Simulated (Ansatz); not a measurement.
## Lattice dynamics of (SrO)3(MgS)1 [001] superlattice, started as rocksalt type

Wanted: vibrations and spectra of (SrO)3(MgS)1 [001] superlattice, started as rocksalt type; the cell is already relaxed.

Method: DFT PBEsol, scalar-relativistic, plane waves, PAW, in Ansatz 0.2.0.

The structure was built from a prototype and need not be the compound's stable phase.

### 1. Starting point

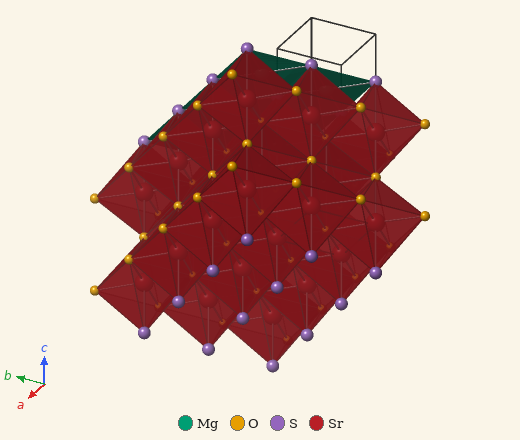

The starting structure, seen from a free direction (magnesium teal, oxygen orange, sulfur purple, strontium red). 3×2×1 cells are drawn. Some periodic images of atoms are drawn too.

### 2. Zone-centre response

The cell comes from relaxations at this level that are not shown. The zone centre is the only wavevector solved here; it holds the modes that light can see, as far as symmetry allows. The response to a homogeneous field gives the Born charges and the dielectric tensor, and its change with displacement the Raman tensors.

Contents of input.yaml:

```yaml
crystal:
  lattice:
    - [2.5420180968, 2.5420180968, 0.0]
    - [-2.5420180968, 2.5420180968, 0.0]
    - [0.0, 0.0, 10.7616019168]
  atoms:
    - { symbol: Mg, position: [0.5, 0.5, 0.75] }
    - { symbol: O, position: [0.5, 0.5, 0.0091390171] }
    - { symbol: O, position: [1.0, 0.0, 0.25] }
    - { symbol: O, position: [0.5, 0.5, 0.4908609829] }
    - { symbol: S, position: [1.0, 0.0, 0.75] }
    - { symbol: Sr, position: [0.0, 0.0, 0.0138986372] }
    - { symbol: Sr, position: [0.5, 0.5, 0.25] }
    - { symbol: Sr, position: [0.0, 0.0, 0.4861013628] }
kpoints:
  mp_grid: { grid: [8, 8, 2] }
hamiltonian:
  xc: pbesol
scf:
  occupations: { method: fixed }
output:
  eigenvalues: true
phonons:
  method: dfpt
  dielectric: true
  rigid_motions: translations
  raman: true
```

Command:

```sh
$ ansatz run input.yaml --threads 8 --pin off --max-ram 14336MiB --backend cpu --events-out ev --progress --plain --runs-dir out
```

Numbers of over 12 decimals in the logs are rounded to 6 here.

Log:

```text
Engine: ansatz 0.2.0, x86_64-unknown-linux-gnu
Pseudopotentials: kind: paw
Pseudopotential: Mg, paw, valence charge 10, recommended cutoff 420 eV (normal), Mg.paw.azcp
Pseudopotential: O, paw, valence charge 6, recommended cutoff 420 eV (normal), O.paw.azcp
Pseudopotential: S, paw, valence charge 6, recommended cutoff 420 eV (normal), S.paw.azcp
Pseudopotential: Sr, paw, valence charge 10, recommended cutoff 420 eV (normal), Sr.paw.azcp
Functional definition: PBEsol
  exchange = pbesol_x
  correlation = pbesol_c
Crystal: 8 atoms, lattice volume = 139.080 Å³
Basis set: ecut = 420 eV, 2691 PW (Γ), exchange–correlation on 50×50×144 points (8 copies of the dense FFT grid, shifted against one another)
Bands: 40, of which v1, the nominal top of the filled ones, is band 32 counted from 1 (31 counted from 0)
Symmetry: 16 space group operations
k-points: 42 of 128 (irreducible under 2 space group operations, time reversal used)
Non-local potential: Mg, projectors of the file, l = 0: 3, l = 1: 2, l = 2: 1
Non-local potential: O, projectors of the file, l = 0: 2, l = 1: 2, l = 2: 1
Non-local potential: S, projectors of the file, l = 0: 2, l = 1: 2, l = 2: 2
Non-local potential: Sr, projectors of the file, l = 0: 3, l = 1: 2, l = 2: 2
PAW form: soft (Blöchl's): semilocal exchange-correlation on the pseudo side does not see the compensation charge
PAW frozen core: Mg, regenerated for the run's functional, and the local potential with it (the file was generated under x = pbe(κ = 0.804, μ = 0.219515), c = pbe(β = 0.066725))
PAW frozen core: O, regenerated for the run's functional, and the local potential with it (the file was generated under x = pbe(κ = 0.804, μ = 0.219515), c = pbe(β = 0.066725))
PAW frozen core: S, regenerated for the run's functional, and the local potential with it (the file was generated under x = pbe(κ = 0.804, μ = 0.219515), c = pbe(β = 0.066725))
PAW frozen core: Sr, regenerated for the run's functional, and the local potential with it (the file was generated under x = pbe(κ = 0.804, μ = 0.219515), c = pbe(β = 0.066725))
PAW one-centre angular grid: Mg, 110 points (default); XC on 64 Gauss nodes
PAW one-centre angular grid: O, 110 points (default); XC on 64 Gauss nodes
PAW one-centre angular grid: S, 110 points (default); XC on 64 Gauss nodes
PAW one-centre angular grid: Sr, 110 points (default); XC on 64 Gauss nodes
Initial density: superposition of atomic densities (neutral atoms: chi_scale 0, normalization atom), corrected by the library's trained network
Initial wavefunctions: pseudopotential atomic-orbital guess
Functional: x = pbesol(κ = 0.804, μ = 0.123457), c = pbesol(β = 0.046)
SCF iter   1: F=—  HF=-14967.727201 eV  |F-HF|=—  |Δ(HF+E_count)|=         —  Δρ=1.25e-2  dr2=2.08e-1  ethr=1.77e-3  ⟨swp⟩=5.9  Hψ=7427  notcnv=0  defer=196
preconditioner: auto → Resta (q_TF=auto, 2.397 Å⁻¹)  ε∞=3.6  [insulator: Δε(μ)=2.676 eV  Ē_g=13.751 eV  n_scr=28 (ndim 8)  ℏωp=22.3 eV  f_vac=0.000  ε∞_Penn≈3.6]
SCF iter   2: F=—  HF=-14967.687179 eV  |F-HF|=—  |Δ(HF+E_count)|=   4.00e-2  Δρ=5.50e-3  dr2=3.60e-2  ethr=3.26e-4  ⟨swp⟩=2.5  Hψ=2969  notcnv=0  defer=237
SCF iter   3: F=—  HF=-14967.679824 eV  |F-HF|=—  |Δ(HF+E_count)|=   7.35e-3  Δρ=1.18e-3  dr2=3.41e-3  ethr=5.62e-5  ⟨swp⟩=2.1  Hψ=2589  notcnv=0  defer=248
SCF iter   4: F=—  HF=-14967.679021 eV  |F-HF|=—  |Δ(HF+E_count)|=   8.03e-4  Δρ=4.97e-4  dr2=4.39e-4  ethr=5.33e-6  ⟨swp⟩=3.0  Hψ=2678  notcnv=0  defer=250
SCF iter   5: F=—  HF=-14967.678971 eV  |F-HF|=—  |Δ(HF+E_count)|=   5.00e-5  Δρ=3.48e-4  dr2=1.50e-4  ethr=6.86e-7  ⟨swp⟩=2.0  Hψ=2662  notcnv=0  defer=250
SCF iter   6: F=—  HF=-14967.678948 eV  |F-HF|=—  |Δ(HF+E_count)|=   2.28e-5  Δρ=5.43e-5  dr2=3.92e-6  ethr=2.34e-7  ⟨swp⟩=2.0  Hψ=2267  notcnv=0  defer=213
SCF iter   7: F=—  HF=-14967.678948 eV  |F-HF|=—  |Δ(HF+E_count)|=   5.60e-8  Δρ=1.19e-5  dr2=1.86e-7  ethr=6.13e-9  ⟨swp⟩=2.7  Hψ=2712  notcnv=0  defer=153
[...]
site 2:
        -2.47466   -0.00000    0.00000
         0.00000   -2.47466    0.00000
         0.00000    0.00000   -2.63656
    site 3:
        -2.53708    0.00000    0.00000
         0.00000   -2.53708    0.00000
[...]
site 4:
[...]
site 5:
[...]
site 6:
[...]
0.00000    2.48100    0.00000
         0.00000    0.00000    2.62663
    site 7:
         2.46355   -0.00000    0.00000
         0.00000    2.46355    0.00000
         0.00000    0.00000    2.33243
  Z* charge neutrality: 1.827e-2 e pre-enforcement
  solved inside a basis spanned on kpoints, on 12×12×4 k-points: ε∞ is read to err by 2.2e-2, Z* by 1.4e-2 e (field_mesh: kpoints solves on kpoints); Z* is corrected for what the basis lacks
  Raman tensors (in the event stream and the table raman_tensors.tsv): an entry may err by 2.0e-1 Å², one of the second-order susceptibility by 7.7e-19 pm/V (basis, points and sum rule); their sum over the sites missed zero by 1.110e-16 Å² ahead of its enforcement
  optical modes at Γ without the LO–TO term, one row a degenerate level:
      ω (cm⁻¹)  modes    IR ((D/Å)²/amu)  static Raman (Å⁴/amu)  depolarisation
       -201.10      1            19.3425                 0.0000               —
         78.00      2             0.0000                 0.2469           0.750
         89.72      2             1.7348                 0.0000               —
        115.20      2             0.8159                 0.0000               —
        138.71      1             0.0000                 1.1425           0.623
        160.97      1             0.6945                 0.0000               —
        229.29      2            47.1539                 0.0000               —
        239.62      1            10.6391                 0.0000               —
        244.46      2             0.0000                 0.5178           0.750
        248.35      2            13.6824                 0.0000               —
        288.40      2            20.1375                 0.0000               —
        295.35      1             1.9283                 0.0000               —
        333.20      1             0.0000                38.9824           0.249
        364.80      1             4.3457                 0.0000               —
  optical modes at Γ + LO–TO along q̂ = [1.0000, 0.0000, 0.0000]:
      ω (cm⁻¹)  modes    IR ((D/Å)²/amu)  static Raman (Å⁴/amu)  depolarisation
       -201.10      1            19.3425                 0.0000               —
         78.00      2             0.0000                 0.2469           0.750
         89.72      1             0.8674                 0.0000               —
         93.74      1             0.0481                 0.0000               —
        115.20      1             0.4079                 0.0000               —
[...]
138.71      1             0.0000                 1.1425           0.623
[...]
244.46      2             0.0000                 0.5178           0.750
[...]
333.20      1             0.0000                38.9824           0.249
[...]
optical modes at Γ + LO–TO along q̂ = [0.0000, 1.0000, 0.0000]:
      ω (cm⁻¹)  modes    IR ((D/Å)²/amu)  static Raman (Å⁴/amu)  depolarisation
[...]
78.00      2             0.0000                 0.2469           0.750
[...]
138.71      1             0.0000                 1.1425           0.623
[...]
244.46      2             0.0000                 0.5178           0.750
[...]
333.20      1             0.0000                38.9824           0.249
[...]
optical modes at Γ + LO–TO along q̂ = [0.0000, 0.0000, 1.0000]:
      ω (cm⁻¹)  modes    IR ((D/Å)²/amu)  static Raman (Å⁴/amu)  depolarisation
[...]
78.00      2             0.0000                 0.2469           0.750
[...]
138.71      1             0.0000                 1.1425           0.623
[...]
244.46      2             0.0000                 0.5178           0.750
        248.35      2            13.6824                 0.0000               —
        283.26      1             1.2587                 0.0000               —
        288.40      2            20.1375                 0.0000               —
        327.45      1             4.7724                 0.0000               —
        333.20      1             0.0000                38.9824           0.249
        428.32      1            26.3801                 0.0000               —
[key lines of the parts left out:]
SCF converged after 10 iterations
Free energy (F): -14967.678949 eV
Fermi energy:    7.399081 eV
```

The job ended after 2.9 min (8 threads of Intel Xeon Platinum 8559C (Emerald Rapids), shared host; peak memory 3 GiB).

In the SCF lines HF is the Harris–Foulkes energy and dr2 the Hartree energy of the density residual, in eV; the loop may stop once dr2 is under the threshold and the program's other checks hold. Hψ counts applications of the Hamiltonian.

A gap read on the k-mesh alone can miss the band edges.

Numbers from this step:

* gap on the k-mesh: 2.733 eV
* volume per atom: 17.38 Å³
* sum-rule residual before enforcement: 1.48e-4 eV/Å²
* miss of the charge sum rule: 0.01827 e
* estimated error of the dielectric tensor: 0.02151
* estimated error of the Born charges: 0.01427 e
* point group: 4/mmm
* highest optical mode at the zone centre (no LO-TO term): 364.8 cm⁻¹
* lowest optical zone-centre mode: -201.1 cm⁻¹
* mean high-frequency dielectric constant: 4.298
* largest Born charge (third of the trace): 2.530 e
* top of the zone-centre spectrum with the field: 459.4 cm⁻¹

Without the LO-TO term. Patterns of degenerate modes are one choice out of their space. Modes at Γ, with each element's share of the kinetic energy (negative means imaginary):

```tsv
mode	frequency (cm⁻¹)	symmetry	Mg %	O %	S %	Sr %
1	-201.1	A2u	63	37	0	0
2	0.0	acoustic	7	13	9	72
3	0.0	acoustic	7	13	9	72
4	0.0	acoustic	7	13	9	72
5	78.0	Eg	0	7	0	93
6	78.0	Eg	0	7	0	93
7	89.7	Eu	28	3	45	24
8	89.7	Eu	28	3	45	24
9	115.2	Eu	3	5	6	87
10	115.2	Eu	3	5	6	87
11	138.7	A1g	0	22	0	78
12	161.0	A2u	4	6	8	83
13	229.3	Eu	0	87	1	12
14	229.3	Eu	0	87	1	12
15	239.6	A2u	22	40	4	34
16	244.5	Eg	0	93	0	7
17	244.5	Eg	0	93	0	7
18	248.3	Eu	0	92	2	6
19	248.3	Eu	0	92	2	6
20	288.4	Eu	62	0	37	0
21	288.4	Eu	62	0	37	0
22	295.4	A2u	3	26	66	5
23	333.2	A1g	0	78	0	22
24	364.8	A2u	2	78	14	7
```

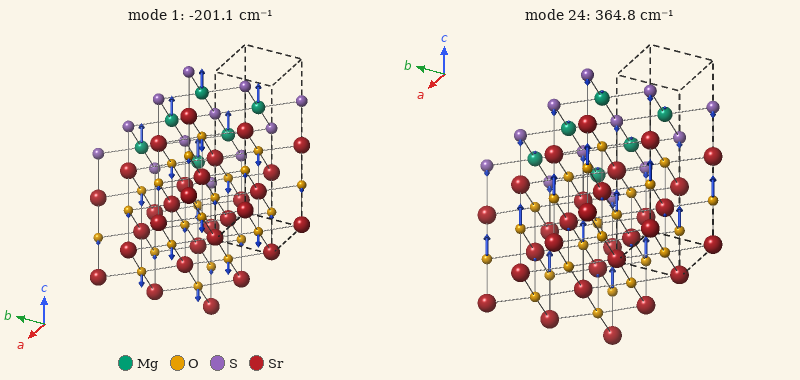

Displacement patterns of modes 1 and 24 at Γ; arrows are exaggerated. 3×2×1 cells are drawn. Some periodic images of atoms are drawn too.

Optical modes at the zone centre, without and with the macroscopic field of the longitudinal modes; each column is sorted by frequency, so a row need not hold one and the same mode. Modes with and without the field, by row:

```tsv
rank among optical modes	no field (cm⁻¹)	q along (1, 0, 0) (cm⁻¹)	q along (0, 0, 1) (cm⁻¹)
1	-201.1	-201.1	-63.2
2	78	78	78
3	78	78	78
4	89.7	89.7	89.7
5	89.7	93.7	89.7
6	115.2	115.2	115.2
7	115.2	116.9	115.2
8	138.7	138.7	138.7
9	161	161	165.9
10	229.3	229.3	229.3
11	229.3	239.6	229.3
12	239.6	243.5	244.5
13	244.5	244.5	244.5
14	244.5	244.5	248.3
15	248.3	248.3	248.3
16	248.3	274.4	283.3
17	288.4	288.4	288.4
18	288.4	295.4	288.4
19	295.4	333.2	327.4
20	333.2	364.8	333.2
21	364.8	459.4	428.3
```

Born charge (rows field, columns displacement) (e), principal values of the symmetric part by kind of site:

```tsv
atom	atoms with these values	low	middle	high	mean
Mg1	1	1.83	2.45	2.45	2.24
O2	2	-2.54	-2.54	-2.45	-2.51
O3	1	-2.64	-2.47	-2.47	-2.53
S5	1	-2.31	-2.31	-1.59	-2.07
Sr6	2	2.33	2.46	2.46	2.42
Sr7	1	2.48	2.48	2.63	2.53
```

In full for O3:

```
-2.47  0.00  0.00
 0.00 -2.47  0.00
 0.00  0.00 -2.64
```

High-frequency dielectric tensor:

```
4.29 0.00 0.00
0.00 4.29 0.00
0.00 0.00 4.32
```

Transverse modes; imaginary modes are left out. Lines of the infrared spectrum (strongest = 100):

```tsv
position (cm⁻¹)	label	relative intensity
78	Eg	0.0
90	Eu	3.7
115	Eu	1.7
139	A1g	0.0
161	A2u	1.5
229	Eu	100
240	A2u	23
244	Eg	0.0
248	Eu	29
288	Eu	43
295	A2u	4.1
333	A1g	0.0
365	A2u	9.2
```

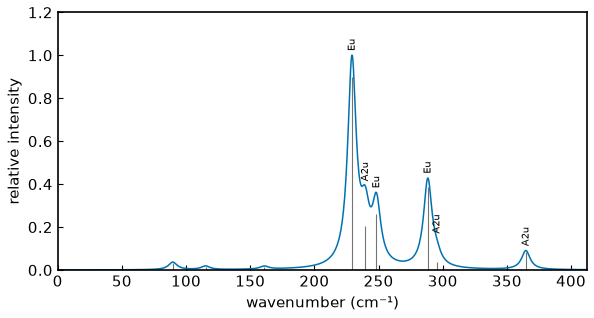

The infrared spectrum, broadened with Lorentzians of width 8 cm⁻¹; bars mark the lines.

Activity x (w_L - w)^4 (n + 1)/w, 532 nm, 300 K; imaginary modes are left out; modes without the macroscopic field alone. Raman lines, with heights relative to the strongest:

```tsv
position (cm⁻¹)	label	relative intensity
78	Eg	7.3
90	Eu	0.0
115	Eu	0.0
139	A1g	12
161	A2u	0.0
229	Eu	0.0
240	A2u	0.0
244	Eg	2.1
248	Eu	0.0
288	Eu	0.0
295	A2u	0.0
333	A1g	100
365	A2u	0.0
```

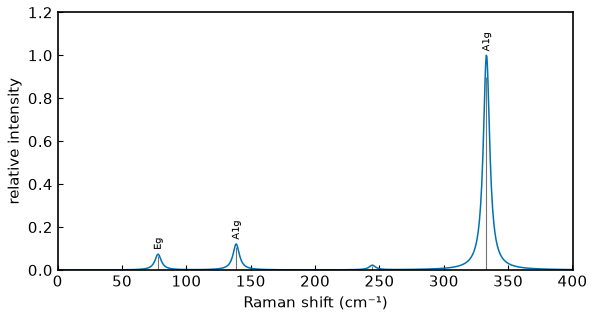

The Raman spectrum, broadened with Lorentzians of width 6 cm⁻¹; bars mark the lines.

Before it was imposed, the acoustic sum rule was missed by 1.5e-4 eV/Å² and the charge sum rule by 0.018 e. Small misses are needed for a sound result but don't prove that mesh and cutoff are converged. The lowest optical mode is imaginary, 201.1i cm⁻¹, so the energy falls along it.

The log warns of the k mesh: “the force constants stand on the 8×8×2 k-mesh, whose period is 12.65 times the interband length at k = (0.0000, 0.0000, 0.0000), direct gap 3.007 eV, under 14: take them and everything formed from them as unconverged”.

### 3. Another isotope, element Mg, natural mass 24.305 amu

An isotope changes the mass and not the force constants, so no new electronic calculation is needed; the shifts show which modes move this element.

The same force constants with the mass of Mg changed from 24.305 to 25.983 u (phonopy, no LO-TO term). Both lists are sorted by frequency; levels can cross, so a row need not hold one and the same mode. Modes under 3 cm⁻¹ are left out. Isotope shifts, by row:

```tsv
q	rank	natural mass (cm⁻¹)	changed mass (cm⁻¹)
0 0 0	1	-201.1	-196.9
0 0 0	5	78	78
0 0 0	6	78	78
0 0 0	7	89.72	88.87
0 0 0	8	89.72	88.87
0 0 0	9	115.2	115.1
0 0 0	10	115.2	115.1
0 0 0	11	138.7	138.7
0 0 0	12	161	160.8
0 0 0	13	229.3	229.3
0 0 0	14	229.3	229.3
0 0 0	15	239.6	237.9
0 0 0	16	244.5	244.5
0 0 0	17	244.5	244.5
0 0 0	18	248.3	248.3
0 0 0	19	248.3	248.3
0 0 0	20	288.4	282.6
0 0 0	21	288.4	282.6
0 0 0	22	295.4	295
0 0 0	23	333.2	333.2
0 0 0	24	364.8	364.6
```

A mode of this element alone would shift by -3.28 %. The highest zone-centre frequency without the field goes from 364.8 to 364.6 cm⁻¹ (-0.1 %).

### 4. Another isotope, element O, natural mass 15.999 amu

The same for O, from 16.00 to 18.00 u.

A mode of this element alone would shift by -5.72 %. The highest zone-centre frequency without the field goes from 364.8 to 349.3 cm⁻¹ (-4.3 %).

### 5. Isotope substitution, element S, natural mass 32.06 amu

The same for S, from 32.06 to 33.97 u.

The same force constants with the mass of S changed from 32.060 to 33.968 u (phonopy, no LO-TO term). Both lists are sorted by frequency; levels can cross, so a row need not hold one and the same mode. Modes under 3 cm⁻¹ are left out. Isotope shifts, by row:

```tsv
q	rank	natural mass (cm⁻¹)	changed mass (cm⁻¹)
0 0 0	1	-201.1	-201.1
0 0 0	5	78	78
0 0 0	6	78	78
0 0 0	7	89.72	88.53
0 0 0	8	89.72	88.53
0 0 0	9	115.2	115
0 0 0	10	115.2	115
0 0 0	11	138.7	138.7
0 0 0	12	161	160.6
0 0 0	13	229.3	229.2
0 0 0	14	229.3	229.2
0 0 0	15	239.6	239.3
0 0 0	16	244.5	244.5
0 0 0	17	244.5	244.5
0 0 0	18	248.3	248.2
0 0 0	19	248.3	248.2
0 0 0	20	288.4	285.4
0 0 0	21	288.4	285.4
0 0 0	22	295.4	289.8
0 0 0	23	333.2	333.2
0 0 0	24	364.8	363.5
```

A mode of this element alone would shift by -2.85 %. The highest zone-centre frequency without the field goes from 364.8 to 363.5 cm⁻¹ (-0.4 %).

### 6. Another isotope, element Sr, natural mass 87.62 amu

The same for Sr, from 87.62 to 85.91 u.

A mode of this element alone would shift by +0.99 %. The highest zone-centre frequency without the field goes from 364.8 to 365.0 cm⁻¹ (+0.1 %).

### 7. Outcome

| Item | Value |
| --- | --- |
| space group (within 0.01 Å) | P4/mmm |
| volume per atom | 17.4 Å³ |
| gap on the k-mesh | 2.73 eV |
| highest optical mode at the zone centre (no LO-TO term) | 365 cm⁻¹ |
| top of the zone-centre spectrum with the field | 459 cm⁻¹ |
| lowest optical zone-centre mode | -201 cm⁻¹ |
| mean high-frequency dielectric constant | 4.30 |
| largest Born charge (third of the trace) | 2.53 e |
| imaginary modes at Γ (the only wavevector solved) | yes |

In words: A zone-centre mode is imaginary (201.1i cm⁻¹), so this structure is not a minimum of the energy. Without the field, the optical modes at Γ span -201 to 365 cm⁻¹ (negative means imaginary). The dispersion is not part of this account. The highest mode in this list at Γ, 364.8 cm⁻¹, is mostly motion of O (78 % of the kinetic energy). With the macroscopic field of the longitudinal modes the top of the zone-centre spectrum lies at 459 cm⁻¹, against 365 cm⁻¹ without it. Among the real modes, the strongest infrared line is at 229 cm⁻¹. Averaged over orientations, the strongest Raman line at 532 nm and 300 K is at 333 cm⁻¹. With the field response the log warns that the k mesh is coarse for the force constants too, so the frequencies may not be converged. The starting cell was built on a prototype and not taken from a measurement, so the phase need not exist. These are harmonic frequencies at zero temperature: anharmonic shifts, linewidths and thermal expansion are left out.

[Logs are printed without paths, hosts, clocks, repeated set-up lines and the standing remarks that a program may print on its own settings, such as how far it seeks lower states.]

[Hosts, paths, dates, database ids (printed as entryN), source tags and the programs' standing remarks are cut or masked in the printed files.]
